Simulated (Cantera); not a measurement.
Input: 1 mol B, 0.3 mol H₂O, 89 mol H₂, equilibrated at 1.50 mbar.

These are equilibrium values from Cantera (NASA tables, ideal gas, pure condensed phases), not measurements of a reactor. Candidate condensed phases: B, B₂O₃, B₃O₃H₃, H₂O; 23 gas species. The tables' values for BH₂ are old estimates; treat these amounts as uncertain. Kinetics and transport are ignored.

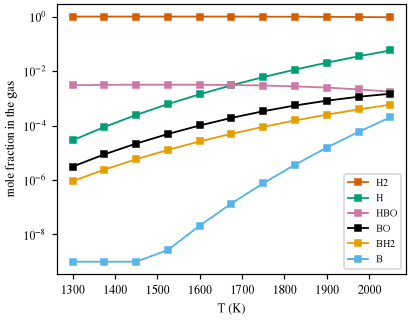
Fig. 1. Equilibrium gas composition (values under 1e-9 drawn at 1e-9)

Task: Read off the mole fractions at 1450 K.

Result: H₂ about 1.00, HBO about 0.0031, H about 0.00024, BO about 2.2e-5, BH₂ about 5.8e-6.
